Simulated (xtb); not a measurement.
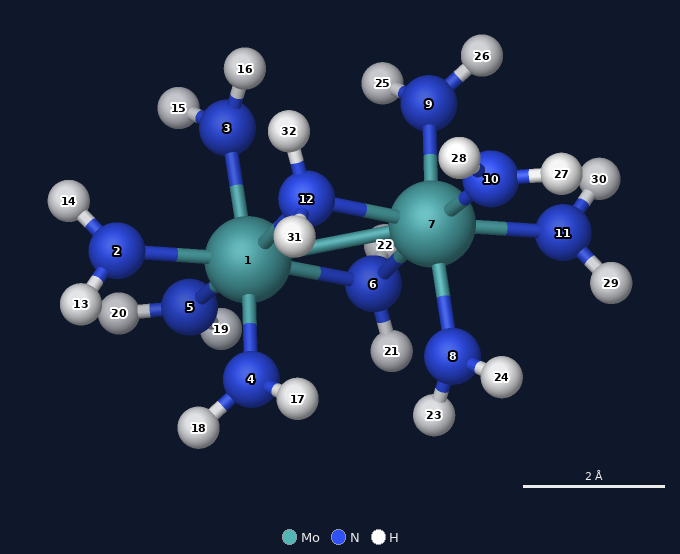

Figure 1. The input geometry (ball-and-stick view, seen at a tilt; atoms are numbered from 1 in the order of the input). Sticks mark near contacts. Bond lengths as drawn: H–N 1.02 Å, Mo–Mo 2.76 Å and Mo–N 1.95 to 2.20 Å.

Single-point calculation, with input and output: Mo2N10H20

- system: Mo2N10H20 (Mo2(NH2)10), multiplicity 3
- method: GFN1-xTB (xtb 6.7.1)

The geometry comes from this level: GFN2-xTB.

## The input (start.xyz)
```
32
Mo2(NH2)10
Mo    -1.16181    -0.12040     0.73709
N     -2.34364     0.99332     1.94143
N     -2.24749     0.63819    -0.71962
N     -0.12499    -0.39353     2.36251
N     -2.43017    -1.60473     1.00969
N     -0.14635    -1.61112    -0.40807
Mo     1.16238     0.12097    -0.73895
N      2.23645    -0.65771     0.71553
N      0.13235     0.41759    -2.36434
N      2.44741     1.59559    -0.98469
N      2.34015    -0.99030    -1.94835
N      0.13700     1.61631     0.39190
H     -2.30733     1.00639     2.95676
H     -3.24472     1.37971     1.67616
H     -3.23635     0.43378    -0.84095
H     -2.06402     1.47082    -1.27391
H      0.85005    -0.14531     2.51475
H     -0.51226    -0.60624     3.27928
H     -2.38563    -2.55864     0.65620
H     -3.28800    -1.53146     1.55079
H      0.25785    -2.40709     0.07687
H     -0.59316    -1.97912    -1.24331
H      2.03680    -1.48632     1.27015
H      3.22820    -0.47037     0.83975
H     -0.84471     0.18194    -2.52192
H      0.52540     0.63087    -3.27825
H      3.31465     1.51588    -1.51026
H      2.41026     2.54599    -0.62003
H      3.23533    -1.39027    -1.68121
H      2.30902    -0.99625    -2.96367
H      0.57687     1.99834     1.22444
H     -0.26952     2.40318    -0.10579
```

## File input.inp
```
$scc
   broydamp=0.02
$end
```

Command:
```bash
xtb start.xyz --sp -u 2 --gfn 1 -I input.inp | tee start.out
```

## What the program printed
```
* xtb version 6.7.1
   ID    Z sym.   atoms
    1   42 Mo     1, 7
    2    7 N      2-6, 8-12
    3    1 H      13-32

           -------------------------------------------------
          |                Calculation Setup                |
           -------------------------------------------------

          program call               : xtb start.xyz --sp -u 2 --gfn 1 -I input.inp
          coordinate file            : start.xyz
          omp threads                :                     1

           -------------------------------------------------
          |                 G F N 1 - x T B                 |
           -------------------------------------------------

      * Hamiltonian:
        H0-scaling (s, p, d)           1.850000    2.250000    2.000000
        zeta-weighting                 0.000000
      * Dispersion:
        s8                             2.400000
        a1                             0.630000
        a2                             5.000000
        s9                             0.000000
      * Repulsion:
        kExp                           1.500000
        rExp                           1.000000
      * Coulomb:
        alpha                          2.000000
        third order                    atomic
        anisotropic                    false
      * Halogen bond correction:
        rad-scale                      1.300000
        damping                        0.440000

          ...................................................
          :                      SETUP                      :
          :.................................................:
          :  # basis functions                 100          :
          :  # atomic orbitals                  98          :
          :  # shells                           66          :
          :  # electrons                        82          :
          :  # halogen bonds                     0          :
          :  max. iterations                   250          :
          :  Hamiltonian                  GFN1-xTB          :
          :  restarted?                      false          :
          :  GBSA solvation                  false          :
          :  PC potential                    false          :
          :  electronic temp.          300.0000000     K    :
          :  accuracy                    1.0000000          :
          :  -> integral cutoff          0.2500000E+02      :
          :  -> integral neglect         0.1000000E-07      :
          :  -> SCF convergence          0.1000000E-05 Eh   :
          :  -> wf. convergence          0.2000000E-04 e    :
          :  Broyden damping             0.0200000          :
          :  net charge                          0          :
          :  unpaired electrons                  2          :
          ...................................................

 iter      E             dE          RMSdq      gap      omega  full diag
   1    -47.3860224 -0.473860E+02  0.678E+00    1.30       0.0  T
   2    -47.3917570 -0.573467E-02  0.664E+00    1.30       1.0  T
   3    -47.2562096  0.135547E+00  0.290E+00    0.74       1.0  T
   4    -46.9295547  0.326655E+00  0.445E+00    0.29       1.0  T
   5    -47.4330647 -0.503510E+00  0.811E-01    1.29       1.0  T
   6    -47.4220864  0.109783E-01  0.116E+00    1.30       1.0  T
   7    -47.4318037 -0.971737E-02  0.703E-01    1.30       1.0  T
   8    -47.4393538 -0.755006E-02  0.105E-01    1.29       1.0  T
   9    -47.4393902 -0.364356E-04  0.101E-01    1.28       1.0  T
  10    -47.4396334 -0.243198E-03  0.393E-02    1.26       1.0  T
  11    -47.4396213  0.121659E-04  0.465E-02    1.26       1.0  T
  12    -47.4396382 -0.169634E-04  0.221E-02    1.26       1.0  T
  13    -47.4396427 -0.445451E-05  0.110E-02    1.26       1.6  T
  14    -47.4396439 -0.118818E-05  0.322E-03    1.26       5.5  T
  15    -47.4396439 -0.422278E-07  0.265E-03    1.26       6.7  T
  16    -47.4396440 -0.694061E-07  0.876E-04    1.26      20.2  T
  17    -47.4396440  0.333617E-08  0.981E-04    1.26      18.0  T
  18    -47.4396440 -0.257339E-08  0.832E-04    1.26      21.2  T
  19    -47.4396440 -0.688718E-08  0.226E-04    1.26      78.1  T
  20    -47.4396440  0.435918E-10  0.232E-04    1.26      76.2  T
  21    -47.4396440 -0.842327E-09  0.142E-05    1.26    1246.6  T
  22    -47.4396440 -0.845546E-12  0.130E-05    1.26    1359.8  T

   *** convergence criteria satisfied after 22 iterations ***

         #    Occupation            Energy/Eh            Energy/eV
      -------------------------------------------------------------
         1        2.0000           -0.7394701             -20.1220
       ...           ...                  ...                  ...
        36        2.0000           -0.3783012             -10.2941
        37        2.0000           -0.3738655             -10.1734
        38        2.0000           -0.3632623              -9.8849
        39        2.0000           -0.3624405              -9.8625
        40        2.0000           -0.3587940              -9.7633
        41        1.0000           -0.3076697              -8.3721
        42        1.0000           -0.3065909              -8.3428 (HOMO)
        43                         -0.2602158              -7.0808 (LUMO)
        44                         -0.2523239              -6.8661
        45                         -0.2487646              -6.7692
        46                         -0.2243643              -6.1053
        47                         -0.1005666              -2.7366
       ...                                ...                  ...
        98                          5.7321427             155.9795
      -------------------------------------------------------------
                  HL-Gap            0.0463751 Eh            1.2619 eV
             Fermi-level           -0.3083097 Eh           -8.3895 eV

 transition dipole moment (au) for excitation:          41          42
     X       Y       Z
   0.0436  -0.1711   0.2672  total (au/Debye):    0.320   0.814
 dE (eV)             :    0.029
 oscillator strength :  0.10435E-03

 SCC (total)                   0 d,  0 h,  0 min,  0.249 sec
 SCC setup                      ...        0 min,  0.001 sec (  0.231%)
 Dispersion                     ...        0 min,  0.003 sec (  1.108%)
 classical contributions        ...        0 min,  0.000 sec (  0.070%)
 integral evaluation            ...        0 min,  0.048 sec ( 19.207%)
 iterations                     ...        0 min,  0.090 sec ( 35.950%)
 molecular gradient             ...        0 min,  0.070 sec ( 28.200%)
 printout                       ...        0 min,  0.038 sec ( 15.215%)

         :::::::::::::::::::::::::::::::::::::::::::::::::::::
         ::                     SUMMARY                     ::
         :::::::::::::::::::::::::::::::::::::::::::::::::::::
         :: total energy             -47.050618582044 Eh    ::
         :: gradient norm              0.036024089726 Eh/a0 ::
         :: HOMO-LUMO gap              1.261930170319 eV    ::
         ::.................................................::
         :: SCC energy               -47.439643985352 Eh    ::
         :: -> electrostatic           0.366364000706 Eh    ::
         :: repulsion energy           0.410720790461 Eh    ::
         :: dispersion energy         -0.021695387153 Eh    ::
         :: halogen bond corr.         0.000000000000 Eh    ::
         :: add. restraining           0.000000000000 Eh    ::
         :: total charge               0.000000000007 e     ::
         :::::::::::::::::::::::::::::::::::::::::::::::::::::

           -------------------------------------------------
          |                Property Printout                |
           -------------------------------------------------

    * Orbital Energies and Occupations

         #    Occupation            Energy/Eh            Energy/eV
      -------------------------------------------------------------
         1        2.0000           -0.7394701             -20.1220
       ...           ...                  ...                  ...
        30        2.0000           -0.4228118             -11.5053
        31        2.0000           -0.4049811             -11.0201
        32        2.0000           -0.3997709             -10.8783
        33        2.0000           -0.3977951             -10.8246
        34        2.0000           -0.3924665             -10.6796
        35        2.0000           -0.3802657             -10.3476
        36        2.0000           -0.3783012             -10.2941
        37        2.0000           -0.3738655             -10.1734
        38        2.0000           -0.3632623              -9.8849
        39        2.0000           -0.3624405              -9.8625
        40        2.0000           -0.3587940              -9.7633
        41        1.0000           -0.3076697              -8.3721
        42        1.0000           -0.3065909              -8.3428 (HOMO)
        43                         -0.2602158              -7.0808 (LUMO)
        44                         -0.2523239              -6.8661
        45                         -0.2487646              -6.7692
        46                         -0.2243643              -6.1053
        47                         -0.1005666              -2.7366
        48                         -0.0970541              -2.6410
        49                         -0.0925401              -2.5181
        50                         -0.0915728              -2.4918
        51                         -0.0863877              -2.3507
        52                         -0.0858037              -2.3348
        53                         -0.0770664              -2.0971
       ...                                ...                  ...
        98                          5.7321427             155.9795
      -------------------------------------------------------------
                  HL-Gap            0.0463751 Eh            1.2619 eV
             Fermi-level           -0.3083097 Eh           -8.3895 eV

  Mulliken/CM5 charges         n(s)   n(p)   n(d)
     1Mo    1.14505  2.05816   0.588  0.859  3.408
     2N    -0.63607 -1.16235   1.484  4.152  0.000
     3N    -0.65066 -1.20771   1.490  4.161  0.000
     4N    -0.65249 -1.21550   1.490  4.163  0.000
     5N    -0.61814 -1.16208   1.490  4.128  0.000
     6N    -0.63774 -1.22645   1.492  4.146  0.000
     7Mo    1.14481  2.05824   0.588  0.859  3.408
     8N    -0.65046 -1.20776   1.490  4.161  0.000
     9N    -0.65318 -1.21635   1.489  4.164  0.000
    10N    -0.61813 -1.16176   1.490  4.128  0.000
    11N    -0.63595 -1.16237   1.484  4.152  0.000
    12N    -0.63771 -1.22636   1.492  4.146  0.000
    13H     0.19579  0.38151   0.804  0.000  0.000
    14H     0.19587  0.38168   0.804  0.000  0.000
    15H     0.20298  0.38796   0.797  0.000  0.000
    16H     0.20331  0.39095   0.797  0.000  0.000
    17H     0.20835  0.39939   0.792  0.000  0.000
    18H     0.20454  0.38920   0.795  0.000  0.000
    19H     0.19919  0.38368   0.801  0.000  0.000
    20H     0.20230  0.38733   0.798  0.000  0.000
    21H     0.21898  0.40732   0.781  0.000  0.000
    22H     0.21908  0.40722   0.781  0.000  0.000
    23H     0.20338  0.39116   0.797  0.000  0.000
    24H     0.20295  0.38802   0.797  0.000  0.000
    25H     0.20829  0.39940   0.792  0.000  0.000
    26H     0.20454  0.38929   0.795  0.000  0.000
    27H     0.20222  0.38711   0.798  0.000  0.000
    28H     0.19911  0.38343   0.801  0.000  0.000
    29H     0.19576  0.38133   0.804  0.000  0.000
    30H     0.19598  0.38177   0.804  0.000  0.000
    31H     0.21893  0.40708   0.781  0.000  0.000
    32H     0.21911  0.40747   0.781  0.000  0.000

Wiberg/Mayer (AO) data.
largest (>0.10) Wiberg bond orders for each atom

 ---------------------------------------------------------------------------
     #   Z sym  total        # sym  WBO       # sym  WBO       # sym  WBO
 ---------------------------------------------------------------------------
     1  42 Mo   6.458 --     5 N    1.088     4 N    1.014     3 N    0.982
                             2 N    0.969     7 Mo   0.820     6 N    0.589
                            12 N    0.505
     2   7 N    3.002 --     1 Mo   0.969    13 H    0.921    14 H    0.920
     3   7 N    3.063 --     1 Mo   0.982    15 H    0.918    16 H    0.918
                             4 N    0.106
     4   7 N    3.066 --     1 Mo   1.014    18 H    0.915    17 H    0.905
                             3 N    0.106
     5   7 N    3.093 --     1 Mo   1.088    20 H    0.916    19 H    0.915
     6   7 N    3.107 --    22 H    0.905    21 H    0.905     1 Mo   0.589
                             7 Mo   0.504
     7  42 Mo   6.457 --    10 N    1.087     9 N    1.013     8 N    0.982
                            11 N    0.970     1 Mo   0.820    12 N    0.589
                             6 N    0.504
     8   7 N    3.064 --     7 Mo   0.982    24 H    0.918    23 H    0.918
                             9 N    0.106
     9   7 N    3.065 --     7 Mo   1.013    26 H    0.915    25 H    0.905
                             8 N    0.106
    10   7 N    3.093 --     7 Mo   1.087    27 H    0.916    28 H    0.915
    11   7 N    3.002 --     7 Mo   0.970    30 H    0.920    29 H    0.920
    12   7 N    3.107 --    31 H    0.906    32 H    0.905     7 Mo   0.589
                             1 Mo   0.505
    13   1 H    0.964 --     2 N    0.921
    14   1 H    0.966 --     2 N    0.920
    15   1 H    0.963 --     3 N    0.918
    16   1 H    0.959 --     3 N    0.918
    17   1 H    0.960 --     4 N    0.905
    18   1 H    0.960 --     4 N    0.915
    19   1 H    0.966 --     5 N    0.915
    20   1 H    0.966 --     5 N    0.916
    21   1 H    0.953 --     6 N    0.905
    22   1 H    0.954 --     6 N    0.905
    23   1 H    0.959 --     8 N    0.918
    24   1 H    0.963 --     8 N    0.918
    25   1 H    0.960 --     9 N    0.905
    26   1 H    0.960 --     9 N    0.915
    27   1 H    0.966 --    10 N    0.916
    28   1 H    0.966 --    10 N    0.915
    29   1 H    0.966 --    11 N    0.920
    30   1 H    0.964 --    11 N    0.920
    31   1 H    0.954 --    12 N    0.906
    32   1 H    0.953 --    12 N    0.905
 ---------------------------------------------------------------------------

Topologies differ in total number of bonds
Writing topology from bond orders to xtbtopo.mol

 dipole moment from electron density (au)
     X       Y       Z
  -0.0028  -0.0121   0.0092  total (Debye):    0.039

           -------------------------------------------------
          | TOTAL ENERGY              -47.050618582044 Eh   |
          | GRADIENT NORM               0.036024089726 Eh/α |
          | HOMO-LUMO GAP               1.261930170319 eV   |
           -------------------------------------------------

------------------------------------------------------------------------
------------------------------------------------------------------------
 total:
 *  cpu-time:     0 d,  0 h,  0 min,  0.261 sec
 * ratio c/w:     0.885 speedup
 SCF:
 *  cpu-time:     0 d,  0 h,  0 min,  0.219 sec
 * ratio c/w:     0.877 speedup
```

## Standard error
```
normal termination of xtb
```

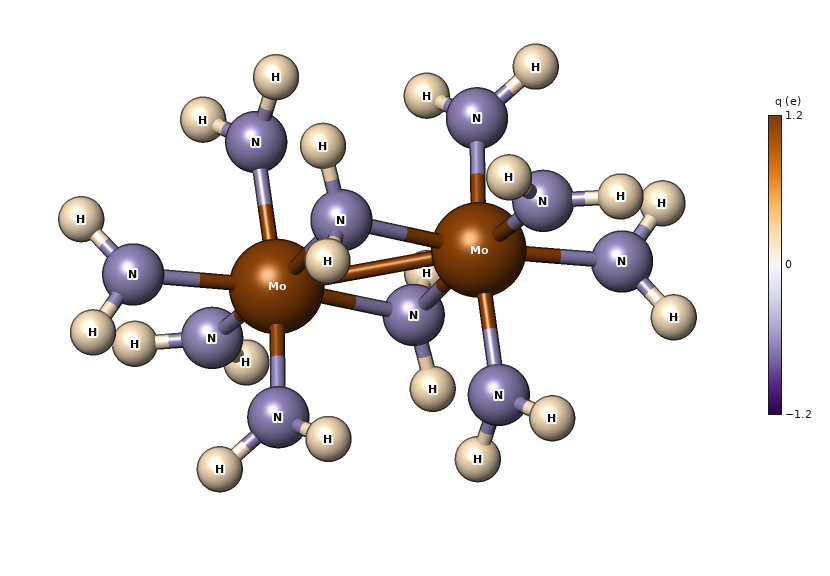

Figure 2. Mulliken charges, as the colour of each atom (ball-and-stick view, seen at a tilt). By element: Mo +1.14 to +1.15, N −0.65 to −0.62 and H +0.20 to +0.22 e.

## Results in brief

- outcome: converged
- electrons treated: 82
- total energy: −47.050619 hartree
- dispersion energy: −0.021695 hartree
- basis functions: 100
- dipole moment: 0.04 D
- hardware: 1 thread of Intel Xeon @ 2.50GHz (Skylake/Cascade Lake), 189 GiB of memory available, shared host
- peak memory: 0.071 GiB

## Notes

Settings chosen away from the usual ones: method = gfn1-xtb; task = energy; x = {"broyden_damping": 0.02}. The record of the run, not the program, notes: no spin polarisation: high-spin states lie too high.
